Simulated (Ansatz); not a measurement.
# AlO (SMILES [O]=[Al]): levels of theory compared

We compute a comparison of 6 runs (U-r2SCAN0/6-31G, U-revPBE/3-21G, U-wB97M-V/3-21G, U-wB97X/6-31G, USVWN5/3-21G, UCCSDT(Q)/6-31G) of AlO. 

The results are computed with Ansatz 0.2.0.

74 further runs of the same task are left out: 3 that didn't finish, 71 set aside as unsound or not needed.

## Step 1: Starting point

AlO has 2 atoms, charge 0, and is taken as a doublet. As SMILES, `[O]=[Al]`. The Al2–O1 distance was set to 3.140 Å, away from the relaxed value.

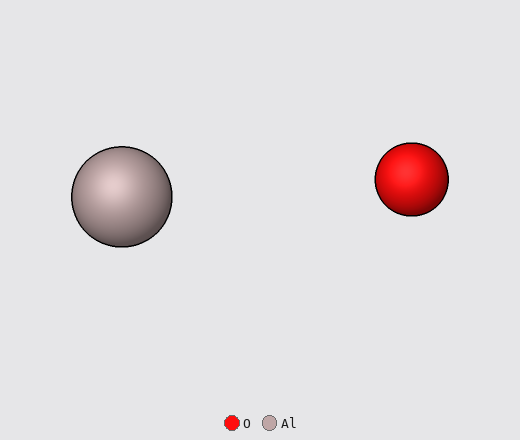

Viewed from a chosen angle; oxygen red, aluminium light grey.

## Step 2: A single-point energy at U-r2SCAN0/6-31G (run 1)

Contents of input.yaml:

```yaml
crystal:
  periodic: [false, false, false]
  atoms:
    - {symbol: O, position_ang: [0.000000, 0.000000, -1.570050]}
    - {symbol: Al, position_ang: [0.000000, 0.000000, 1.570050]}
basis:
  gaussian: {orbitals: 6-31G}
total_charge: 0
magnetization: {spin_polarized: true, initial_magnetization: 1}
hamiltonian: {xc: {name: r2SCAN0}}
accuracy: high
```

Command:

```bash
$ ansatz run input.yaml --threads 1 --pin off --max-ram 2610MiB --events-out events.jsonl --progress --plain --runs-dir runs
```

Log:

```text
Warning: RAYON_NUM_THREADS=1 ignored (pool sized by the plan → 1); use --threads N
Functional definition: r2SCAN0
  name "r2SCAN0"
  parameter a = 0.25
  parameter k0 = 0.174
  parameter k1 = 0.065
  parameter a1 = 4.9479
  exchange = (1 - a)*r2scan_x(k0 = k0, k1 = k1, a1 = a1) + a*exact_x
  correlation = r2scan_c
387 factors; integrals over basis functions are off by at most 3.1e-9 eV
mean field evaluation 1: about -8611.2678 eV, gradient 5.6e1 eV
mean field evaluation 2: about -8338.1039 eV, gradient 1.1e2 eV
mean field evaluation 4: about -8473.8192 eV, gradient 8.7e1 eV
mean field evaluation 8: about -8634.6064 eV, gradient 3.4e0 eV
mean field evaluation 16: about -8635.3032 eV, gradient 3.4e-3 eV
mean field evaluation 32: about -8635.8203 eV, gradient 2.3e-8 eV
mean field evaluation 64: about -8633.8330 eV, gradient 6.7e0 eV
mean field evaluation 96: about -8635.3231 eV, gradient 2.5e-1 eV
mean field evaluation 128: about -8635.5074 eV, gradient 3.4e0 eV
mean field -8635.82026744 eV, -317.3605412592 hartree, gradient 8.6e-9 eV, S^2 1.212262; 11 other end points of the search recorded, 0 dependent functions left out
reference -8635.82027098 eV, -317.3605413891 hartree; 11, 10 occupied and 11, 12 virtual orbitals, 387 factors
Total energy: -8635.82027098 eV, -317.3605413891 hartree
```

It took 7.2 s on 1 thread of AMD EPYC 9R45 (Zen 5), shared host; peak memory 0.2 GiB.

## Step 3: A single-point energy at U-revPBE/3-21G (run 2)

Contents of job.yaml:

```yaml
crystal:
  periodic: [false, false, false]
  atoms:
    - {symbol: O, position_ang: [0.000000, 0.000000, -1.570050]}
    - {symbol: Al, position_ang: [0.000000, 0.000000, 1.570050]}
basis:
  gaussian:
    orbitals: 3-21G.json
total_charge: 0
magnetization:
  spin_polarized: true
  initial_magnetization: 1
hamiltonian:
  xc: {name: revPBE}
accuracy: high
```

The basis set 3-21G is read from a file made from the Basis Set Exchange's data (not shown).

Command:

```bash
$ ansatz run job.yaml --threads 1 --pin off --max-ram 2610MiB --events-out events.jsonl --progress --plain --runs-dir runs
```

Log, shortened:

```text
Warning: RAYON_NUM_THREADS=1 ignored (pool sized by the plan → 1); use --threads N
Functional definition: revPBE
  name "revPBE"
[...]
384 factors; integrals over basis functions are off by at most 4.8e-9 eV
[...]
mean field -8589.35593443 eV, -315.6530085156 hartree, gradient 4.2e-8 eV, S^2 1.091698; 9 other end points of the search recorded, 0 dependent functions left out
reference -8589.35593736 eV, -315.6530086236 hartree; 11, 10 occupied and 11, 12 virtual orbitals, 384 factors
Total energy: -8589.35593736 eV, -315.6530086236 hartree
```

It took 2.7 s on 1 thread of AMD EPYC 9R45 (Zen 5), shared host.

Run 3 isn't shown in full; the table further down has it.

## Step 4: A single-point energy at U-wB97X/6-31G (run 4)

Contents of in.yaml:

```yaml
crystal:
  periodic: [false, false, false]
  atoms:
    - symbol: O
      position_ang: [0.000000, 0.000000, -1.570050]
    - symbol: Al
      position_ang: [0.000000, 0.000000, 1.570050]
basis:
  gaussian:
    orbitals: 6-31G
magnetization:
  spin_polarized: true
  initial_magnetization: 1
hamiltonian:
  xc: {name: wB97X}
accuracy: high
```

Command:

```bash
$ ansatz run in.yaml --threads 1 --pin off --max-ram 2610MiB --events-out events.jsonl --progress --plain --runs-dir runs
```

Log, shortened:

```text
Warning: RAYON_NUM_THREADS=1 ignored (pool sized by the plan → 1); use --threads N
Functional definition: wB97X
  name "wB97X"
[...]
      + exact_x_lr(omega)
[...]
      + integral(e_c_pw_opposite_spin*poly(b97_u_opposite, 1, cos1, cos2, cos3, cos4))
387 factors; integrals over basis functions are off by at most 3.1e-9 eV
174 factors; integrals over basis functions are off by at most 1.4e-9 eV
[...]
mean field -8637.03554879 eV, -317.4052020250 hartree, gradient 1.7e-8 eV, S^2 1.192869; 7 other end points of the search recorded, 0 dependent functions left out
reference -8637.03554757 eV, -317.4052019802 hartree; 11, 10 occupied and 11, 12 virtual orbitals, 387 factors
Total energy: -8637.03554757 eV, -317.4052019802 hartree
```

Wall time 14 s (1 thread of AMD EPYC 9R45 (Zen 5), shared host); peak memory 0.32 GiB.

Run 5 isn't shown in full; the table further down has it.

## Step 5: The energy at UCCSDT(Q)/6-31G (run 6)

Contents of in.yaml:

```yaml
crystal:
  periodic: [false, false, false]
  atoms:
    - {symbol: O, position_ang: [0.000000, 0.000000, -1.570050]}
    - {symbol: Al, position_ang: [0.000000, 0.000000, 1.570050]}
basis:
  gaussian: {orbitals: 6-31G}
magnetization: {spin_polarized: true, initial_magnetization: 1}
correlation: {method: ccsdt_q, frozen_orbitals: {Al: 5, O: 1}}
accuracy: high
scf: {omitted_lower_state_checks: [cluster_reference, increment]}
```

Command:

```bash
$ ansatz run in.yaml --threads 1 --pin off --max-ram 2610MiB --events-out events.jsonl --progress --plain --runs-dir runs
```

Log:

```text
Warning: RAYON_NUM_THREADS=1 ignored (pool sized by the plan → 1); use --threads N
[... 28 lines left out ...]
6 core orbitals not correlated: weight in the atoms' cores, before any rotation towards them, 1.000 or more for the frozen orbitals, at most 0.000 for the correlated occupied ones
[... 78 lines left out ...]
Total energy: -8619.32012269 eV, -316.7541721237 hartree
Checks for a lower state left out: cluster_reference, increment
```

Wall time 2.2 s (1 thread of AMD EPYC 9R45 (Zen 5), shared host); peak memory 0.13 GiB.

## Step 6: Overview of the runs

| run | level | frozen core orbitals | energy (Eh) | ⟨S²⟩ | wall time |
| --- | --- | --- | --- | --- | --- |
| 1 | U-r2SCAN0/6-31G | – | -317.360541 | 1.212 | 7.2 s |
| 2 | U-revPBE/3-21G | – | -315.653009 | 1.092 | 2.7 s |
| 3 | U-wB97M-V/3-21G | – | -315.685996 | 1.253 | 21 s |
| 4 | U-wB97X/6-31G | – | -317.405202 | 1.193 | 14 s |
| 5 | USVWN5/3-21G | – | -314.127561 | 1.079 | 1.3 s |
| 6 | UCCSDT(Q)/6-31G | 6 | -316.754172 | 1.632 | 2.2 s |

## Step 7: Summary of results

| quantity | value |
| --- | --- |
| run 6: total energy | -316.75417 Eh |
| run 6: correlation energy (6 core orbitals frozen) | -117.4 mEh |
| run 6: ⟨S²⟩ of the reference determinant | 1.632 |
| run 6: T1 diagnostic | 0.134 |

**Reading.** Totals of different functionals can't be ranked against each other. Spin contamination of the reference: run 6 ⟨S²⟩ = 1.63, run 3 ⟨S²⟩ = 1.25, run 1 ⟨S²⟩ = 1.21, run 4 ⟨S²⟩ = 1.19, run 2 ⟨S²⟩ = 1.09, run 5 ⟨S²⟩ = 1.08. Where it is this large, the reference is a mixture of spin states, and values that rest on it are in doubt. All runs together took 49 s, the longest 21 s.
